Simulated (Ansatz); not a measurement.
# Run report: C₂H₁₁NSSi₂, geometry relaxation (part 2 of 2)

C₂H₁₁NSSi₂; UKS r2SCAN-D4/STO-3G (Ansatz 0.2.0). It belongs to a series of runs on one base structure; here: end point A relaxed.

Geometry of the input (Å):
```
C  -0.4427  -2.1209  0.7644
Si 0.8812  -1.6743  -0.4027
N  1.2794  -0.0268  -0.3564
C  0.7763  1.1149  -1.0583
Si -0.8502  1.8032  -0.2907
S  -0.5008  2.1227  1.8285
H  -0.6672  -3.1494  0.7616
H  -1.3811  -1.5543  0.4632
H  -0.2475  -1.7652  1.8215
H  0.5099  -1.9709  -1.7766
H  2.0875  -2.4307  -0.0111
H  1.5796  0.2521  0.6261
H  1.3997  1.9332  -1.1059
H  0.4763  0.8467  -2.0814
H  -1.2250  3.0996  -0.8721
H  -1.9880  0.9039  -0.3849
H  -1.7066  2.6158  2.1149
```

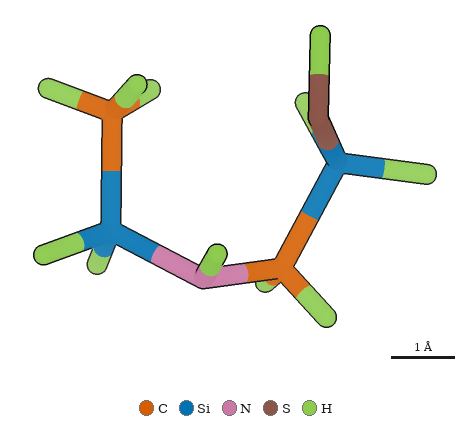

Fig. 1: The geometry at step 16 of the log (stick view, seen at a tilt).

### Output, continued
```
relax step  38: F+E_penalty+E_count = -29983.90483768 eV  Δ(F+E_penalty+E_count) = -1.432e-4 eV  max|allowed force component| = 2.280e-2 eV/Å  Δτ_max = 0.0175 Å  (22 SCF iters, accepted)
the calculation of the forces begins
reference -29983.77356110 eV, -1101.8833546387 hartree; 37, 37 occupied and 16, 16 virtual orbitals, 734 factors
relax step  39: F+E_penalty+E_count = -29983.90490037 eV  Δ(F+E_penalty+E_count) = -6.270e-5 eV  max|allowed force component| = 1.600e-2 eV/Å  Δτ_max = 0.0065 Å  (22 SCF iters, accepted)
734 factors; integrals over basis functions are off by at most 4.2e-5 eV
mean field evaluation 288: about -29983.7736 eV, gradient 1.6e-3 eV
mean field -29983.77355252 eV, -1101.8833543234 hartree, gradient 1.1e-5 eV, S^2 0.000000; 1 other end points of the search recorded, 0 dependent functions left out
the calculation of the forces begins
reference -29983.77356110 eV, -1101.8833546387 hartree; 37, 37 occupied and 16, 16 virtual orbitals, 734 factors
Total energy: -29983.90490895 eV, -1101.8881815834 hartree
Atom 0 at    -0.692433    -1.843726     0.550806 Å, force    -0.004206     0.001956     0.000532 eV/Å
Atom 1 at     1.033044    -1.502243    -0.126439 Å, force    -0.001427     0.004491     0.001424 eV/Å
Atom 2 at     1.465794     0.212506    -0.325979 Å, force     0.005171    -0.009852     0.006379 eV/Å
Atom 3 at     0.507236     0.994488    -1.200054 Å, force    -0.003606     0.004767     0.009157 eV/Å
Atom 4 at    -0.840337     1.921311    -0.208808 Å, force    -0.016000    -0.000995    -0.003609 eV/Å
Atom 5 at    -0.125921     2.027954     1.803114 Å, force     0.012231     0.008755    -0.010891 eV/Å
Atom 6 at    -0.873675    -2.923731     0.595712 Å, force     0.000860     0.003329     0.000155 eV/Å
Atom 7 at    -1.473361    -1.407241    -0.081534 Å, force     0.002361    -0.002950     0.001944 eV/Å
Atom 8 at    -0.823055    -1.449332     1.564738 Å, force     0.000080    -0.001486    -0.004357 eV/Å
Atom 9 at     1.129608    -2.121454    -1.430390 Å, force     0.000438    -0.000148    -0.002737 eV/Å
Atom 10 at     2.003273    -2.076874     0.780369 Å, force     0.002015    -0.000246     0.001571 eV/Å
Atom 11 at     1.414935     0.697180     0.620402 Å, force     0.004812    -0.002511     0.000490 eV/Å
Atom 12 at     1.089871     1.748344    -1.764436 Å, force     0.002190     0.001338    -0.001023 eV/Å
Atom 13 at     0.056377     0.328697    -1.954729 Å, force    -0.002152     0.001576    -0.000755 eV/Å
Atom 14 at    -1.010074     3.267265    -0.714507 Å, force     0.002343     0.001497     0.002995 eV/Å
Atom 15 at    -2.117224     1.235923    -0.248490 Å, force    -0.000563    -0.002256    -0.001138 eV/Å
Atom 16 at    -0.763258     0.890535     2.180324 Å, force    -0.004547    -0.007266    -0.000134 eV/Å
Dipole moment:    -0.412194    -0.059867     0.029056 e Å
```

### Trajectory as extended XYZ (Å, eV, eV/Å), 6 of the 39 frames kept, from step=1 to step=39
```
17
Properties=species:S:1:pos:R:3:forces:R:3 step=1 energy=-29983.13106
C    -0.4427   -2.1209    0.7644   -2.0123   3.1958   1.4694
Si    0.8812   -1.6743   -0.4027    1.2516  -1.2822  -1.2828
N     1.2794   -0.0268   -0.3564    2.3349   0.4727   2.4427
C     0.7763    1.1149   -1.0583   -4.6723  -1.5208  -0.3385
Si   -0.8502    1.8032   -0.2907   -0.3743   0.9751   1.1073
S    -0.5008    2.1227    1.8285    1.0178  -0.4744  -0.6115
H    -0.6672   -3.1494    0.7616   -0.4059  -1.8681   0.1741
H    -1.3811   -1.5543    0.4632    1.0203  -0.9603   0.3637
H    -0.2475   -1.7652    1.8215    0.0220  -0.7066  -1.2466
H     0.5099   -1.9709   -1.7766   -0.0535  -0.0994   0.1952
H     2.0875   -2.4307   -0.0111   -0.4672   0.3077  -0.2188
H     1.5796    0.2521    0.6261   -0.1927  -0.0170  -1.0957
H     1.3997    1.9332   -1.1059    2.7829   2.3954  -0.1906
H     0.4763    0.8467   -2.0814    0.4255  -0.1876  -0.2725
H    -1.2250    3.0996   -0.8721    0.0161  -0.4278  -0.0567
H    -1.9880    0.9039   -0.3849    0.0873  -0.0379  -0.3283
H    -1.7066    2.6158    2.1149   -0.7801   0.2355  -0.1105
17
Properties=species:S:1:pos:R:3:forces:R:3 step=9 energy=-29983.84410
C    -0.5725   -1.9417    0.7264   -0.0272  -0.0786   0.0389
Si    0.9295   -1.6080   -0.3628   -0.0269   0.0795  -0.0248
N     1.5385    0.0607   -0.3663    0.0622  -0.0601  -0.0450
C     0.7161    1.1008   -1.0777    0.0532  -0.0574  -0.0214
Si   -0.8709    1.7222   -0.2265   -0.0715   0.1747   0.0218
S    -0.3478    2.0464    1.8160   -0.0957  -0.0410  -0.0167
H    -0.7855   -3.0194    0.7419   -0.0045   0.0952   0.0006
H    -1.4742   -1.4298    0.3678    0.0935  -0.0573   0.0227
H    -0.3989   -1.6284    1.7645   -0.0073  -0.0006  -0.0987
H     0.6063   -1.9271   -1.7394    0.0139   0.0039   0.0750
H     2.0172   -2.4425    0.1111   -0.0565   0.0478  -0.0129
H     1.6912    0.4070    0.6132    0.0020   0.0017   0.0561
H     1.3671    1.9807   -1.2486   -0.0142  -0.0357  -0.0049
H     0.4738    0.7016   -2.0776   -0.0337   0.0202  -0.0055
H    -1.3209    2.9573   -0.8547    0.0273  -0.0989   0.0066
H    -1.9547    0.7632   -0.3519    0.0223   0.0257   0.0236
H    -1.6335    2.2565    2.2048    0.0633  -0.0193  -0.0154
17
Properties=species:S:1:pos:R:3:forces:R:3 step=16 energy=-29983.85972
C    -0.6252   -1.8129    0.6940   -0.0119  -0.0110   0.0019
Si    0.9539   -1.5719   -0.3048   -0.0028  -0.0068   0.0120
N     1.5634    0.0943   -0.4201    0.0298   0.0008  -0.0423
C     0.6812    1.0764   -1.1499    0.0085  -0.0026   0.0133
Si   -0.8386    1.7546   -0.2123   -0.0114  -0.0082  -0.0152
S    -0.2730    1.8355    1.8433   -0.1846  -0.0141   0.0801
H    -0.7655   -2.8752    0.9267   -0.0055   0.0291  -0.0052
H    -1.5134   -1.4723    0.1511    0.0189  -0.0127   0.0153
H    -0.5842   -1.2672    1.6444   -0.0013  -0.0115  -0.0235
H     0.7321   -2.0297   -1.6596    0.0010  -0.0002   0.0116
H     2.0059   -2.3406    0.3262   -0.0070   0.0073  -0.0064
H     1.6990    0.4860    0.5485   -0.0103  -0.0006   0.0326
H     1.3107    1.9405   -1.4360    0.0045   0.0043  -0.0028
H     0.3616    0.6063   -2.0950   -0.0157  -0.0008  -0.0145
H    -1.1880    3.0622   -0.7389    0.0092   0.0093   0.0026
H    -1.9999    0.9021   -0.3736   -0.0068  -0.0079   0.0060
H    -1.5391    1.6115    2.2961    0.1856   0.0256  -0.0655
17
Properties=species:S:1:pos:R:3:forces:R:3 step=24 energy=-29983.87060
C    -0.6471   -1.8158    0.6665   -0.0079  -0.0111   0.0096
Si    0.9664   -1.5534   -0.2695    0.0052   0.0124   0.0036
N     1.5419    0.1299   -0.3761   -0.0025   0.0202   0.0408
C     0.6544    1.0628   -1.1701    0.0061   0.0028   0.0472
Si   -0.8321    1.8005   -0.2232   -0.0158   0.0219  -0.0293
S    -0.2223    1.9596    1.8195   -0.0918  -0.0569   0.0034
H    -0.7988   -2.8830    0.8665   -0.0038   0.0148  -0.0065
H    -1.5152   -1.4590    0.1025    0.0040  -0.0008   0.0067
H    -0.6392   -1.2987    1.6331   -0.0016  -0.0125  -0.0130
H     0.8075   -2.0349   -1.6244    0.0044   0.0024   0.0003
H     2.0048   -2.2962    0.4118    0.0003   0.0006   0.0081
H     1.5643    0.5405    0.6007    0.0028  -0.0342  -0.0354
H     1.2825    1.9080   -1.5126   -0.0083  -0.0032  -0.0135
H     0.3182    0.5413   -2.0821   -0.0095   0.0039   0.0120
H    -1.1587    3.1002   -0.7793   -0.0007   0.0068  -0.0048
H    -2.0115    0.9636   -0.3152    0.0037   0.0017   0.0010
H    -1.3343    1.3342    2.2922    0.1155   0.0314  -0.0301
17
Properties=species:S:1:pos:R:3:forces:R:3 step=31 energy=-29983.89870
C    -0.6778   -1.8350    0.6422   -0.0100  -0.0028  -0.0036
Si    0.9890   -1.5123   -0.1765    0.0031   0.0158   0.0193
N     1.4806    0.1919   -0.3184    0.0334  -0.0097  -0.0096
C     0.5828    1.0389   -1.1916   -0.0160  -0.0397  -0.0478
Si   -0.8479    1.8864   -0.2498   -0.0111   0.0600  -0.0321
S    -0.2063    2.0229    1.7826   -0.0919  -0.1360   0.0519
H    -0.8606   -2.9138    0.7082   -0.0042   0.0064  -0.0108
H    -1.5074   -1.3952    0.0780    0.0022  -0.0034   0.0052
H    -0.7173   -1.4371    1.6627    0.0069  -0.0032  -0.0134
H     0.9496   -2.0500   -1.5193    0.0057  -0.0062   0.0131
H     2.0053   -2.1787    0.6101    0.0006   0.0124  -0.0080
H     1.4404    0.6562    0.6355   -0.0149  -0.0038   0.0386
H     1.2023    1.8354   -1.6482   -0.0054  -0.0084  -0.0064
H     0.2042    0.4254   -2.0263   -0.0083   0.0284  -0.0028
H    -1.0752    3.2220   -0.7631    0.0103  -0.0149  -0.0161
H    -2.0832    1.1323   -0.3373    0.0116   0.0032   0.0106
H    -0.8979    0.9100    2.1513    0.0881   0.1018   0.0119
17
Properties=species:S:1:pos:R:3:forces:R:3 step=39 energy=-29983.90490
C    -0.6924   -1.8437    0.5508   -0.0042   0.0020   0.0005
Si    1.0330   -1.5022   -0.1264   -0.0014   0.0045   0.0014
N     1.4658    0.2125   -0.3260    0.0052  -0.0099   0.0064
C     0.5072    0.9945   -1.2001   -0.0036   0.0048   0.0092
Si   -0.8403    1.9213   -0.2088   -0.0160  -0.0010  -0.0036
S    -0.1259    2.0280    1.8031    0.0122   0.0088  -0.0109
H    -0.8737   -2.9237    0.5957    0.0009   0.0033   0.0002
H    -1.4734   -1.4072   -0.0815    0.0024  -0.0029   0.0019
H    -0.8231   -1.4493    1.5647    0.0001  -0.0015  -0.0044
H     1.1296   -2.1215   -1.4304    0.0004  -0.0001  -0.0027
H     2.0033   -2.0769    0.7804    0.0020  -0.0002   0.0016
H     1.4149    0.6972    0.6204    0.0048  -0.0025   0.0005
H     1.0899    1.7483   -1.7644    0.0022   0.0013  -0.0010
H     0.0564    0.3287   -1.9547   -0.0022   0.0016  -0.0008
H    -1.0101    3.2673   -0.7145    0.0023   0.0015   0.0030
H    -2.1172    1.2359   -0.2485   -0.0006  -0.0023  -0.0011
H    -0.7633    0.8905    2.1803   -0.0045  -0.0073  -0.0001
```

### Key numbers

| quantity | value |
| --- | --- |
| outcome | converged |
| total energy | −29983.9049 eV |
| mean-field energy | −29983.7736 eV |
| largest force (length of the vector) at the end | 0.019 eV/Å |
| hardware | 1 thread of Intel Xeon (Sapphire Rapids), 16 GiB of memory available, shared host |
| wall time | 5.6 min |
| peak memory | 0.28 GiB |
